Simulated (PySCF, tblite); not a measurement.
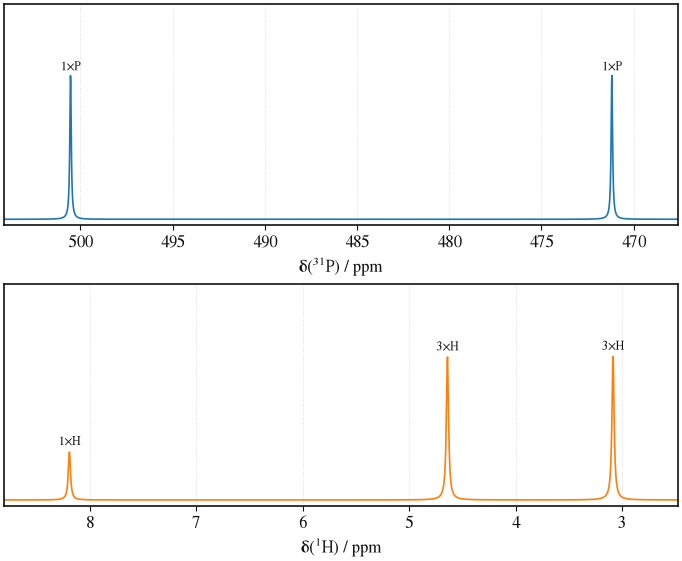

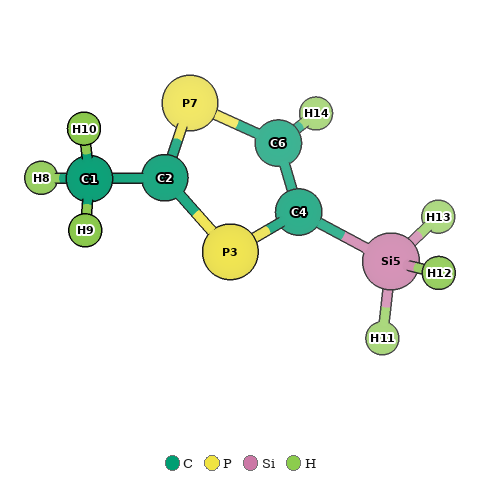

Spectrum and numbered structure of C₄H₇P₂Si⁻, SMILES Cc1pc([SiH3])c[p-]1. GIAO shifts, PBE0/pcSseg-1 with PySCF 2.14.0, at a GFN2-xTB geometry (a minimum by its frequencies), against PH₃ for ³¹P and TMS for ¹H computed at the same level (³¹P: the usual scale starts at 85 % H₃PO₄ instead). Gas phase, fully decoupled, line heights follow the number of nuclei, widths are arbitrary (no quadrupolar broadening); values of one conformer, averaged over methyl-type rotors and exact or near symmetry.

### Assign the ³¹P signals to the numbered atoms.

| δ (ppm) | nuclei | atoms |
| --- | --- | --- |
| 500.5 | 1 | P3 |
| 471.2 | 1 | P7 |

### Assign the ¹H signals to the numbered atoms.

```
δ (ppm)  nuclei          atoms
   8.19       1            H14
   4.64       3  H11, H12, H13
   3.08       3    H8, H9, H10
```

Caveats: the tight-binding geometry is rougher than a DFT one and adds to the error; an anion in a basis that has no diffuse functions.
